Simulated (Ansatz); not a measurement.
# AsBr$_{3}$ (SMILES Br[As](Br)Br): what the fields show

The calculation's input:

```
crystal:
  periodic: [false, false, false]
  atoms:
    - {symbol: Br, position_ang: [0.779048, 0.506430, 1.865853]}
    - {symbol: As, position_ang: [-0.764285, -0.142467, 0.239512]}
    - {symbol: Br, position_ang: [0.404738, -1.898771, -0.758780]}
    - {symbol: Br, position_ang: [-0.419491, 1.534799, -1.346586]}
basis:
  gaussian: {orbitals: def2-TZVPP}
hamiltonian: {xc: pbe0, dispersion: d4}
output: {orbitals: {seedname: orbitals}}
```

Launched as:

```sh
ansatz run in.yaml --threads 4 --pin off --events-out ev --progress --plain --max-ram 10444MiB
```

Geometry: PBE0-D4/def2-TZVP.

The calculation used Ansatz, RKS PBE0-D4/def2-TZVPP.

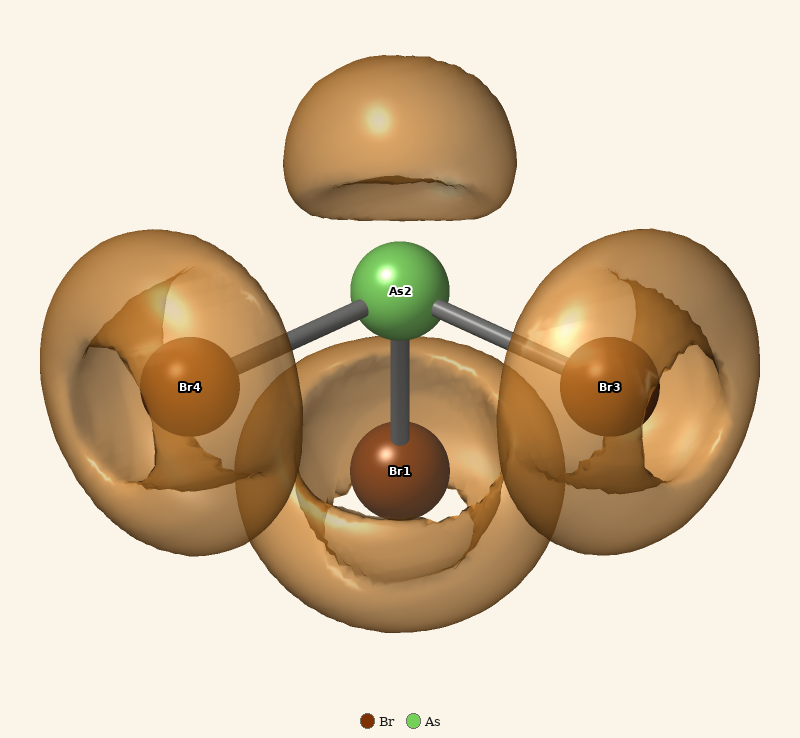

Figure 1. Isosurface of the ELF at 0.8 (orange), seen from one side. Only the valence region is drawn (cores and ρ < 0.01 e/Å³ removed).

### What do the ELF domains correspond to?

The surface consists of three rings or bowls of non-bonding electrons around Br and one lobe on As, pointing away from the bonds (lone pairs). Along the contacts the grid gives the following. As–Br (2.33 Å): the ELF peaks at about 0.75 between the atoms (localised, covalent bonding).

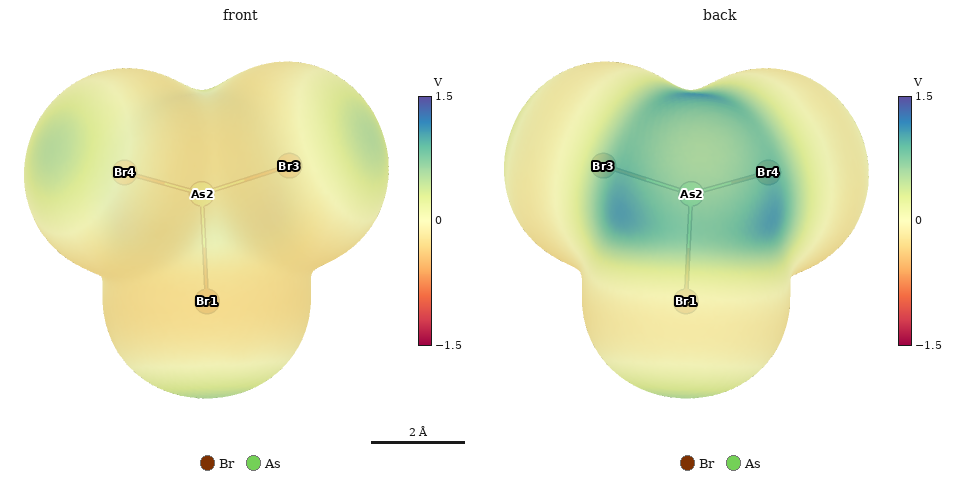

Figure 2. The molecular electrostatic potential painted on the density surface at 0.001 e/bohr³, seen from the front and from behind; red is negative and blue positive.

### Where is the surface potential most negative and most positive?

The most negative region (about −0.3 V) lies over Br1, Br3 and Br4, the most positive (about +1.1 V, or +25 kcal/mol for a unit charge) over As2. Br1 shows a σ-hole: about +0.5 V, or +12 kcal/mol for a unit charge at the tip opposite its bond, against about −0.2 V on its flanks. Br3 shows a σ-hole: about +0.5 V, or +12 kcal/mol for a unit charge at the tip opposite its bond, against about −0.2 V on its flanks. Br4 shows a σ-hole: about +0.5 V, or +12 kcal/mol for a unit charge at the tip opposite its bond, against about −0.2 V on its flanks.

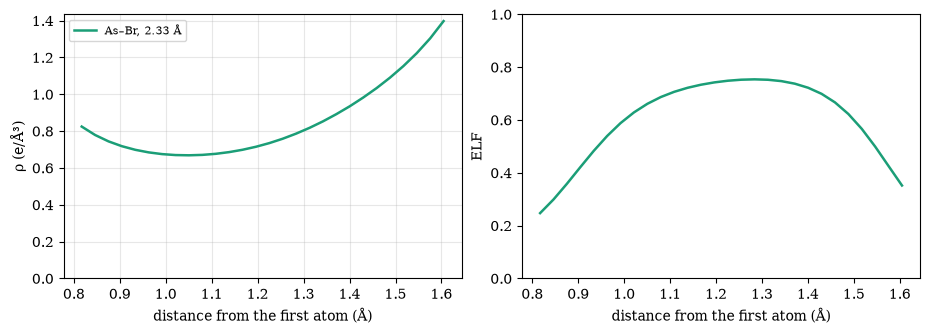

Figure 3. Electron density and electron localisation function along straight lines between neighbouring atoms. The curves leave out the atomic cores.

### What kind of bonding do the profiles show?

As–Br (2.33 Å): ρ is about 0.7 e/Å³ halfway; the ELF peaks at about 0.75 between the atoms: localised, covalent bonding.
